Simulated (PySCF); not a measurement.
Input

```
{"job": {"kind": "uv", "xc": "CAM-B3LYP", "basis": "def2-SVPD", "nstates": 8, "ntriplets": 3}, "charge": 0, "multiplicity": 1}
C      2.744339     0.504230     1.536273
C      2.058838     0.266724     0.563510
Ga     1.474275    -0.082285    -1.411361
C     -0.875595    -1.684584    -0.483157
C     -0.769771    -0.754892     0.475975
C     -0.903799     0.671367     0.277010
C     -1.154121     1.271216    -0.894764
H      3.298965     0.709680     2.415165
H     -1.223115    -1.449808    -1.479085
H     -0.752487    -2.731560    -0.259216
H     -0.509666    -1.063060     1.479259
H     -0.731929     1.281192     1.153396
H     -1.231073     2.343764    -0.966026
H     -1.425540     0.717542    -1.782314
```

Launched as:

```sh
OMP_NUM_THREADS=1 python probes_run.py task.json out
```

Geometry: GFN2-xTB; at this geometry the atoms fall into two loosely joined parts.

Level of theory: CAM-B3LYP/def2-SVPD, SCF density, gas phase (PySCF).

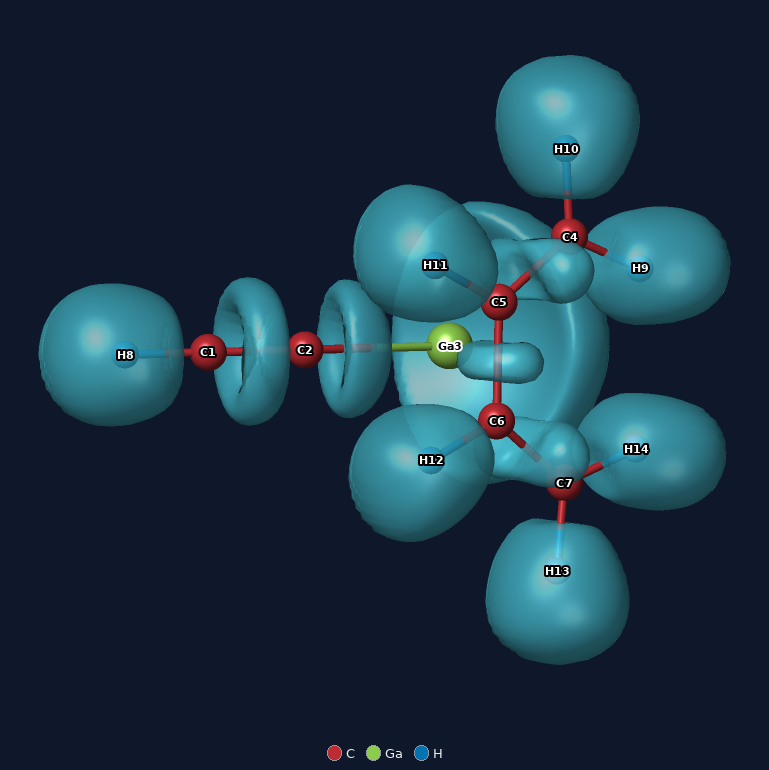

C6H7Ga. Isosurface of the electron localisation function at 0.8 (cyan), seen across its widest extent. Only the valence region is drawn (cores and ρ < 0.01 e/Å³ removed).

Question: Where are the electrons localised?

Answer: At this value the surface marks out four regions between bonded C–C atoms (shared pairs), seven regions around hydrogen nuclei, one lobe of the valence shell of C pointing towards Ga (polar bonds) and one lobe on Ga, pointing away from the bonds (lone pairs).

Values along the shortest contacts:
C–C (1.21 Å): the ELF peaks at about 0.85 between the atoms: a multiple bond. C–Ga (2.09 Å): the ELF peaks at about 0.95 in the valence shell of C, 0.7 Å from its nucleus, and is about 0.50 at the midpoint.
